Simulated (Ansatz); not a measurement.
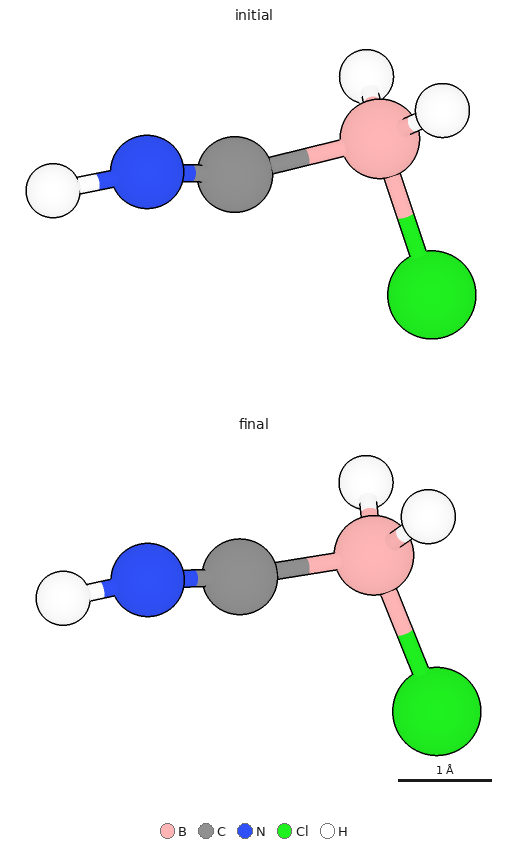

The structure of CH$_{3}$BClN before (top) and after (bottom) a relaxation, at one scale.

A ball-and-stick model, seen at a tilt.

Computed with RKS wPBEh/6-31G in Ansatz.

Input
```yaml
crystal:
  periodic: [false, false, false]
  atoms:
    - {symbol: B, position_ang: [-0.550389, 0.712932, -0.354522]}
    - {symbol: C, position_ang: [0.173027, -0.614392, 0.372108]}
    - {symbol: N, position_ang: [0.796763, -1.169453, 1.197782]}
    - {symbol: Cl, position_ang: [-0.045445, 0.380250, -2.113252]}
    - {symbol: H, position_ang: [-1.639729, 0.521340, -0.206349]}
    - {symbol: H, position_ang: [-0.136363, 1.697840, -0.097633]}
    - {symbol: H, position_ang: [1.351947, -1.961991, 1.769537]}
basis:
  gaussian: {orbitals: 6-31G}
hamiltonian: {xc: {name: wPBEh}}
relax: {f_tol: 0.0001, max_steps: 3}
```

Launched with:
```bash
ansatz run in.yaml --threads 2 --pin off --events-out ev --progress --plain --max-ram 4352MiB
```

**What changed between the two?**

The relaxation stopped without meeting its thresholds, so the last structure isn't shown to be converged. The input was poor on purpose: steps. H6 moves most after the best rigid fit: 0.20 Å. By element the largest moves are H 0.20 Å, C 0.15 Å, Cl 0.13 Å, B 0.11 Å, N 0.04 Å. Near-neighbour distances that change, for instance: N3–H7 1.124 → 0.986 Å, B1–H6 1.099 → 1.209 Å, B1–C2 1.677 → 1.590 Å, B1–H5 1.116 → 1.202 Å. Bond angles that change, for instance: C2–B1–H6 116.5° → 100.9°, B1–C2–N3 155.2° → 168.9°, C2–B1–Cl4 98.7° → 108.1°. Over 2 geometry steps the energy falls by 100.0 kJ/mol. The largest force component goes from 3.9 to 0.76 eV/Å.
